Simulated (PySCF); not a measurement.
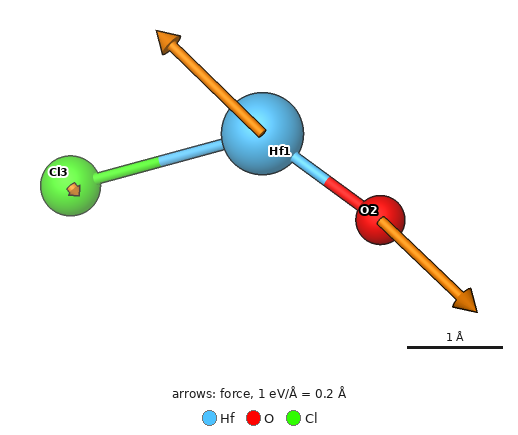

Starting geometry of HfOCl (charge +1) with the computed forces as orange arrows. The picture is a ball-and-stick view, seen at a tilt.

Computed with PySCF, RKS PBE0, Hf def2-SVP with ECP60, O def2-SVP, Cl def2-SVP; non-relativistic Hamiltonian with scalar-relativistic core potentials; density fitting. (symmetry kept (Cs))

**What follows when this structure is relaxed?**

It isn't relaxed: the largest force vector, on Hf1, is 8.11 eV/Å. The final displacements have little in common with the starting forces (cosine between the two patterns 0.20). The energy falls by 74.2 kJ/mol in 6 geometry steps. The largest force component goes from 6.8 to 0.012 eV/Å. The atom that moves furthest after the best rigid fit is O2 (0.27 Å). By element the largest moves are O 0.27 Å, Hf 0.26 Å, Cl 0.25 Å. Among the contacts that change: Hf1–O2 1.613 → 1.709 Å, Hf1–Cl3 2.362 → 2.285 Å. Bond angles that change, for instance: O2–Hf1–Cl3 131.8° → 105.3°. The run took 8.2 s on 2 threads of Arm Neoverse V1 (shared host), peak memory 0.37 GiB.
